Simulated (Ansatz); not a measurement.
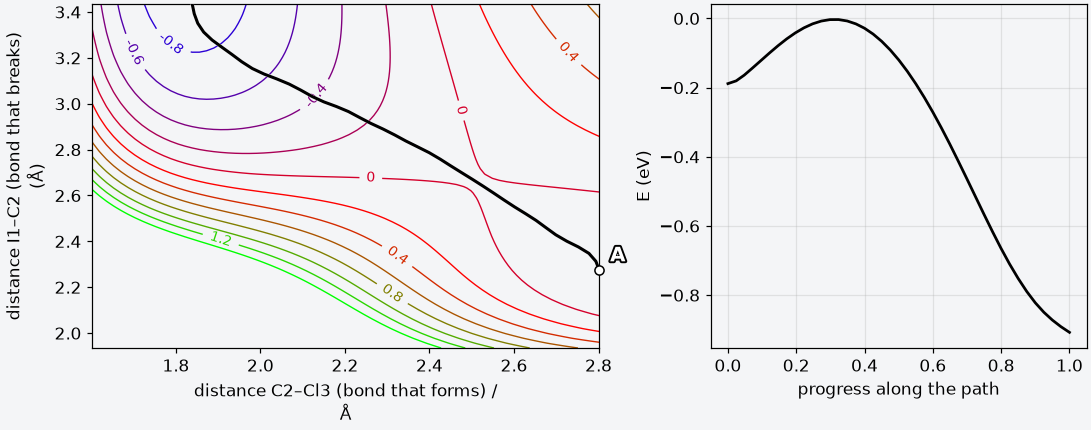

The reacting system CH3ClI (fragments CH₃I + Cl where the first distance is long, I + CH₃Cl where the second is long), charge −1. 
- The first coordinate is: distance C2–Cl3 (bond that forms); the second: distance I1–C2 (bond that breaks).
- Relaxed at each point: all other coordinates.
- The grid has 10 × 10 points.
- Points are written as (first, second).
- Energies: eV, counted from a guessed transition structure relaxed with its forming and breaking bonds held.
- The reference is spin-restricted, so regions where a bond is pulled apart into radicals lie too high.
- Method: RHF/def2-SVPD in Ansatz.

The picture shows contour lines labelled in eV (none above 1.4), a line along the lowest path, the energy along the path at the right, the start A. Between grid points the surface is interpolated.

**Describe the path and its barrier.**

The easiest path runs from the side where the first distance is long, about (2.80 Å, 2.27 Å), to the side where the second distance is long, about (1.84 Å, 3.43 Å). Its highest point, at (2.478 Å, 2.654 Å), lies about 0.19 eV above the start and 0.9 eV above the end on the interpolated surface. An end on the edge of the scan is no minimum, so the barrier from there is a lower bound.
